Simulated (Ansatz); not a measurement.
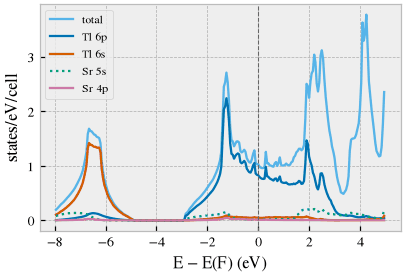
Figure: Total and projected density of states of SrTl (CsCl type, Pm-3m), the program Ansatz at the r²SCAN level (PAW)

Question: Which orbitals carry the states next to the Fermi level?

Answer: Within 0.5 eV of the Fermi level: Tl 6p 80 %, outside the projected shells 11 %. Projections are on Löwdin-orthogonalised atomic valence shells; empty p or d shells of many metals are not among them.

Question: Where is the tallest occupied peak in this window, and what makes it?

Answer: Near -1.2 eV, about 2.7 states/eV per cell; the largest projected share is Tl 6p.

The workflow started from a Materials Project entry (that database holds measured and hypothetical structures alike); the Crystallography Open Database files this formula in space group No. 221, but the cells were not matched. Its standing as an ambient phase is unchecked. The cell was relaxed with r²SCAN under the symmetry of its start; whether a distortion lowers the energy is not shown. Scalar-relativistic: spin–orbit coupling is off unless named, which matters more the heavier the elements.

Potentials: the later of the program's two PAW sets.
